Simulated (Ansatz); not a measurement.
```xyz
9

Ge   -0.6189   -0.0795   -0.4083
H     0.0524    0.2298    2.2546
F     0.9278   -0.1036    0.4140
H    -0.5716    1.1681   -1.3105
H    -0.6107   -1.3728   -1.2458
P    -2.3538    0.0775    1.0698
H    -3.2692   -0.3867    0.0780
H    -2.1471   -1.2218    1.6065
H    -0.3921    0.3769    2.7884
```

Not at a stationary point (largest force 1.5 eV/Å).

These are results of Ansatz 0.2.0, RKS PBE0-D4/def2-mTZVP, not measurements.

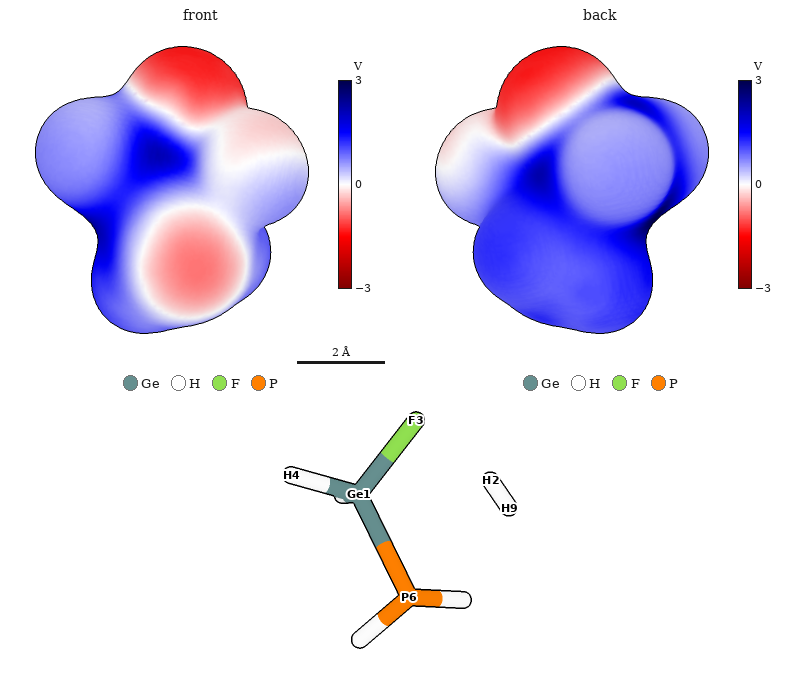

FGeH$_{4}$P···H$_{2}$. The electrostatic potential painted on the density surface at 0.004 e/bohr³, seen from the front and from behind; red is negative and blue positive. The bare structure is drawn below in the same view.

### Which sites attract a positive test charge, and which a negative one?

A positive charge is drawn to the negative regions and a negative charge to the positive ones. The most negative region (about −1.4 V, or −32 kcal/mol for a unit charge) lies over F3, the most positive (about +2.8 V, or +65 kcal/mol for a unit charge) over Ge1.
